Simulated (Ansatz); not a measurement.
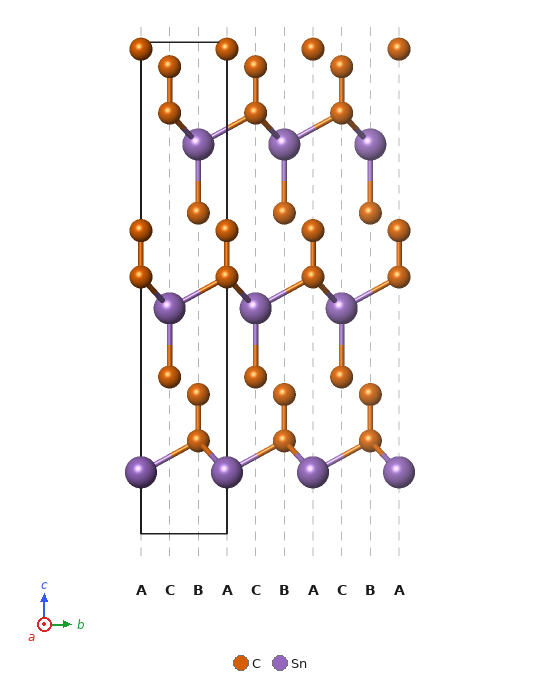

The picture looks along a close-packed row of the hexagonal mesh; c points upwards. The dashed lines mark the three columns A (0, 0), B (1/3, 2/3) and C (2/3, 1/3). The sequence starts with the first layer at or above the cell's origin.

SnC₃ (space group R3m, No. 160): the input geometry of an electronic-structure calculation (not necessarily at equilibrium); the starting structure was generated, so it need not be a known form of this composition.

List the layers of one repeat.

Sn(A) – C(B) – C(B) – C(C) – Sn(C) – C(A) – C(A) – C(B) – Sn(B) – C(C) – C(C) – C(A) (twelve layers in 15.51 Å).

How are the C layers alone stacked?

C layers alone: BBCAABCCA, a sequence in which some neighbouring layers lie directly above each other.

Which positions between or in the C layers do the other atoms fill?

Sn: three tetrahedral sites, counted in one hexagonal cell. Six of the nine gaps between C layers are empty.

Heights of the layers:

```
layer  atoms (column)  height (Å)  to next (Å)
    1           Sn(A)        1.94         0.99
    2            C(B)        2.93         1.46
    3            C(B)        4.40         0.55
    4            C(C)        4.95         2.16
    5           Sn(C)        7.11         0.99
    6            C(A)        8.11         1.46
    7            C(A)        9.57         0.55
    8            C(B)       10.12         2.16
    9           Sn(B)       12.28         0.99
   10            C(C)       13.28         1.46
   11            C(C)       14.74         0.55
   12            C(A)       15.29         2.16
```
